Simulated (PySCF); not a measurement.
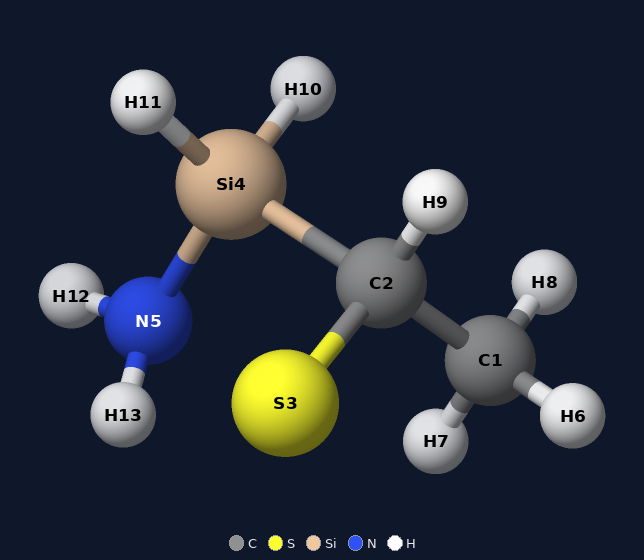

The species is neutral and a spin doublet. Computed geometry: GFN2-xTB optimisation. No frequency run is at hand to confirm it as a minimum. Level of theory: UKS B3LYP, pcH-1 on C H N S Si, non-relativistic (PySCF 2.14.0). The run warned: orbitally degenerate or nearly so: second-order g, spin-orbit hyperfine and D do not apply. Fermi-contact and spin-dipolar terms alone, no spin-orbit part.

> Which nucleus has the largest dipolar (anisotropic) hyperfine coupling?

33S at S3: principal values −79.7, −79.7, 159.4 MHz.

List the isotropic and dipolar parts for the most strongly coupled nuclei, one of each equivalent set.

```tsv
atom	isotope	a_iso (MHz)	dipolar part (MHz)
S3	33S	12.8	−79.7, −79.7, 159.4
Si4	29Si	−79.1	−17.7, 8.5, 9.2
C2	13C	−4.6	−8.8, −6.9, 15.7
H9	1H	46.8	−4.7, −3.3, 8.0
H13	1H	−1.6	−4.1, −1.5, 5.6
H6	1H	4.5	−3.1, −1.9, 4.9
H7	1H	2.1	−2.4, −2.1, 4.5
H11	1H	−2.8	−2.9, −1.5, 4.4
```

The geometry is semi-empirical. Around Si such bond lengths and angles can be off by a tenth of an ångström or more and by several degrees, and values that hang on the shape move with them.
